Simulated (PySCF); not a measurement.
Molecule: SMILES CN(C)[Si](C)(C)[SiH3] (C4H15NSi2). Atoms near the plane z = 1.0 Å, at the GFN2-xTB optimised geometry (x, y, z in Å): C1 (-2.5, -1.1, 2.0), N2 (-1.1, -1.3, 1.5), C3 (-0.5, -2.5, 1.9), Si4 (-0.6, -0.6, 0.0), C6 (-1.3, 1.2, 0.0), Si7 (1.8, -0.6, 0.0), H8 (-2.9, -0.2, 1.6), H9 (-3.1, -1.9, 1.6), H11 (-1.1, -3.4, 1.6), H12 (0.5, -2.6, 1.6), H17 (-2.3, 1.2, -0.2), H19 (-1.1, 1.7, 1.0), H22 (2.4, -0.3, 1.3).

Method: CAM-B3LYP/def2-SVP (PySCF 2.14.0). The values are rescaled to run from 0 to 1.

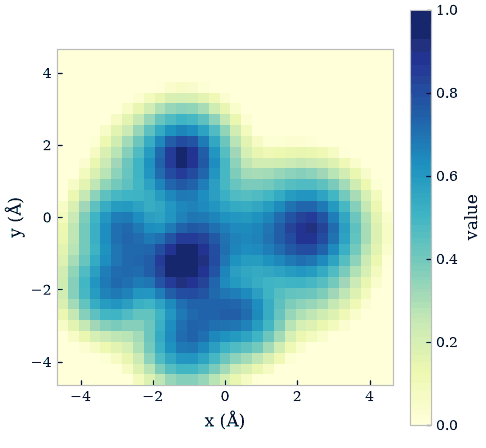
a field on the plane z = 1.0 Å.

Task: Which quantity is mapped?
A. log10 of the electron density
B. an orbital amplitude
C. deformation density (molecule minus spherical neutral atoms)
D. electron localisation function

Result: A, log10 of the electron density. In full: log10 of the electron density (e/bohr³), floored at −4.
